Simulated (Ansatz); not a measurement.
## Electronic structure of FH₅W···H₂ in real space

```yaml
atoms:
  - { symbol: W, position_ang: [-0.5432, -0.5469, 0.2159] }
  - { symbol: F, position_ang: [0.2224, 0.2305, 1.7709] }
  - { symbol: H, position_ang: [0.9132, -0.2408, -0.5123] }
  - { symbol: H, position_ang: [-0.2487, 0.9106, -0.5151] }
  - { symbol: H, position_ang: [-1.9588, 0.0718, -0.5086] }
  - { symbol: H, position_ang: [0.0919, -1.9581, -0.5033] }
  - { symbol: H, position_ang: [-0.4747, -0.4852, -1.4762] }
  - { symbol: H, position_ang: [2.4192, 2.4849, 2.1562] }
  - { symbol: H, position_ang: [1.8832, 1.9337, 2.1198] }
```

Core potentials replace the inner electrons of W.

Computed with Ansatz, RKS PBE-D4/def2-SVP.

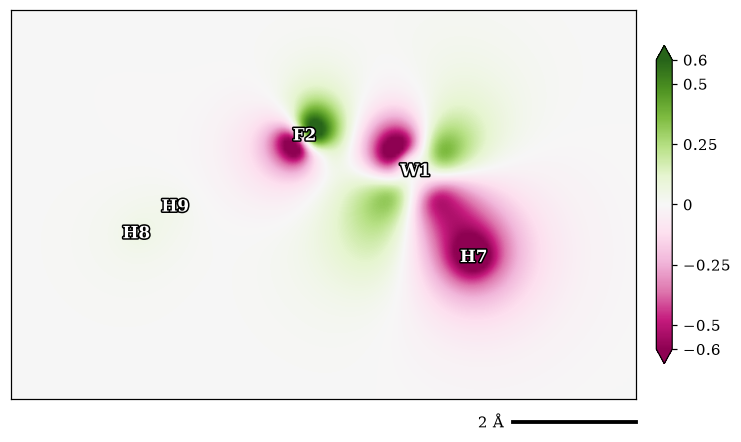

Figure 1. The HOMO on the plane of atoms F2, W1 and H7 (values in Å⁻³ᐟ²; the overall sign is arbitrary).

Q: Describe this orbital and give its energy.

A: By Hirshfeld shares it lies mainly on W1 (about 45 %), H7 (about 30 %) and F2 (about 10 %). Its energy is −6.93 eV.

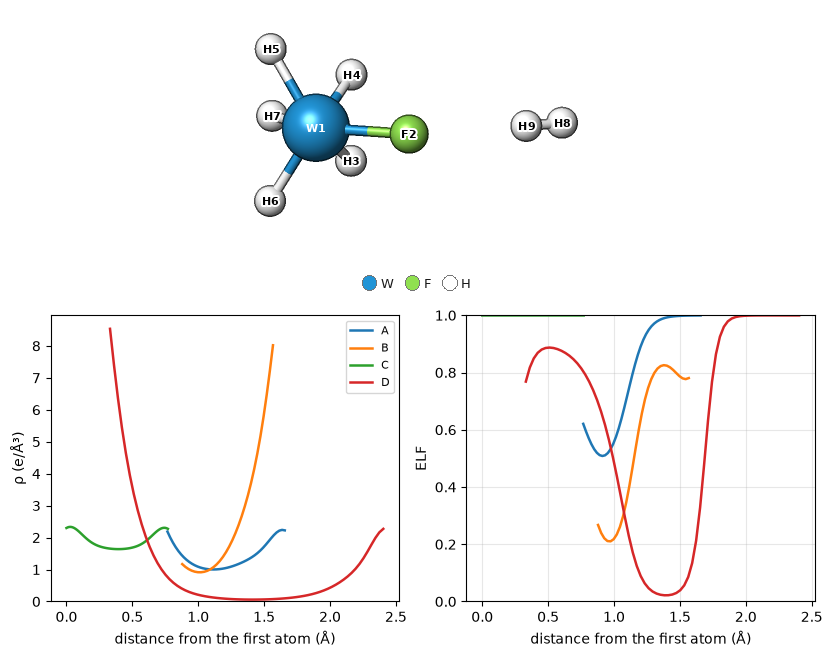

Figure 2. Electron density and ELF along straight lines between neighbouring atoms. The curves leave out the atomic cores. The structure is drawn too.

Q: Which curve belongs to which contact (F–H, H–H, W–F and W–H)? The first atom named is at distance zero.

A: Curve A: W–H (1.66 Å): ρ at the midpoint is about 1.7 e/Å³; the ELF climbs to about 1 towards the hydrogen. Curve B: W–F (1.90 Å): the density is about 0.97 e/Å³ at the midpoint; the ELF peaks at about 0.85 in the valence shell of F, 0.5 Å from its nucleus, and drops to about 0.20 between the two atoms. Curve C: H–H (0.77 Å): the density is about 1.6 e/Å³ at the midpoint; the ELF is about 1 at the midpoint. Curve D: F2···H9 (2.40 Å): the density falls to about 0.06 e/Å³ on the way; the ELF dips to about 0 between them: a weak contact between the two molecules.

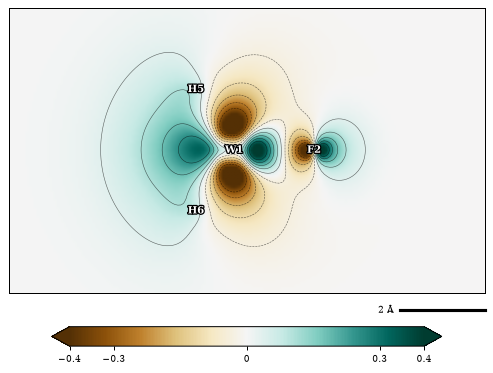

Figure 3. The LUMO on the plane of atoms F2, W1 and H5 (values in Å⁻³ᐟ²; the overall sign is arbitrary).

Q: Describe this orbital and give its energy.

A: It lies mainly on W1 (about 75 %) and F2 (about 5 %). Its energy is −4.00 eV.
